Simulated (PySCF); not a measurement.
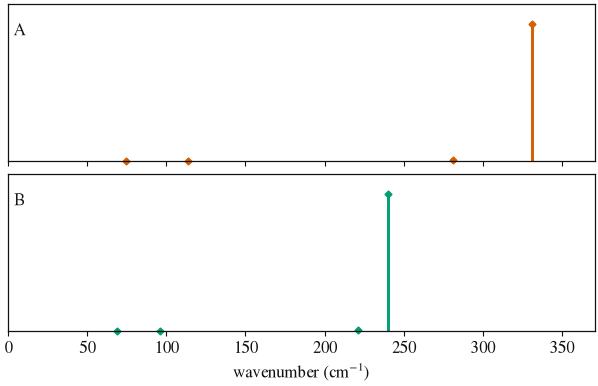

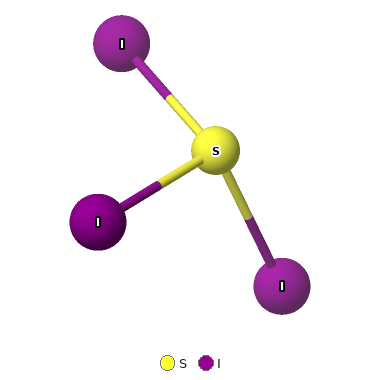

Harmonic infrared lines of SI₃⁺ and SeI₃⁺, all C3v singlets, each the lowest point that its search found (SI₃⁺ is drawn); the central atom changes down one group of the periodic table. PBE0/def2-SVP (core potentials past Kr), PySCF, unscaled, no spin-orbit coupling; each panel is scaled to its strongest line, degenerate modes are one line with their intensities summed, and dots on the axis are modes too weak to show or inactive.

Which panel belongs to which molecule?

Answer. A: SI₃⁺ (strongest line 331.0 cm⁻¹); B: SeI₃⁺ (strongest line 240.2 cm⁻¹).

How do the bond length and the stretches change along the series?

Answer. Mean bond length: SI₃⁺ 2.426, SeI₃⁺ 2.521 Å, rising down the group. Highest e mode: SI₃⁺ 331, SeI₃⁺ 240 cm⁻¹, falling down the group.

Caveats, for all or some of the runs: double-zeta basis on some or all atoms.
